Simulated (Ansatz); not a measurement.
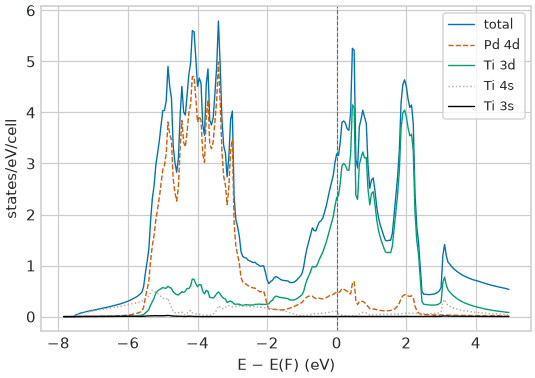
Figure: Total and projected density of states of TiPd (CsCl type, Pm-3m), DFT-PBEsol in the program Ansatz with PAW potentials

Q: Which orbitals carry the states next to the Fermi level?

A: Within 0.5 eV of the Fermi level: Ti 3d 74 %, Pd 4d 15 %, outside the projected shells 9 %. Projections are on Löwdin-orthogonalised atomic valence shells; empty p or d shells of many metals are not among them.

Q: Where is the tallest occupied peak in this window, and what makes it?

A: Near -3.4 eV, about 5.8 states/eV per cell; the largest projected share is Pd 4d.

The workflow started from an entry of the Crystallography Open Database (COD). Its standing as an ambient phase is unchecked. The PBEsol relaxation kept the symmetry of its start. At this level the phase is mechanically unstable. The run is not spin-polarised. Scalar-relativistic: spin–orbit coupling is off unless named, which matters more the heavier the elements.

Potentials: the later of the program's two PAW sets.
